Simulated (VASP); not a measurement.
Band structure of SiS2 (relaxed from the CdCl2 structure, space group R-3m). Method: r2SCAN meta-GGA, VASP's PBE PAW potentials (set 64) (plane waves; VASP).

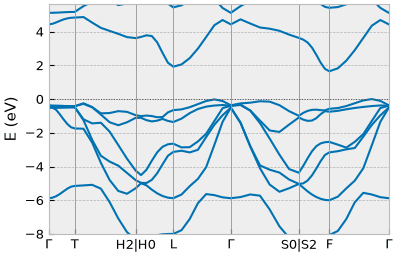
Fig. 1. Bands along high-symmetry lines, zero at the valence-band maximum or, without a gap, the Fermi level

### Question
Read the plot: is there a gap, and where are the band edges?

### Answer
The gap is indirect, 1.65 eV, from the valence maximum at F-Γ at 0.71 to the conduction minimum at F.

The structure was generated: SiS2 was put into the CdCl2 type (R-3m), which need not be its known phase. It was relaxed first, which changed the volume by +18 %.
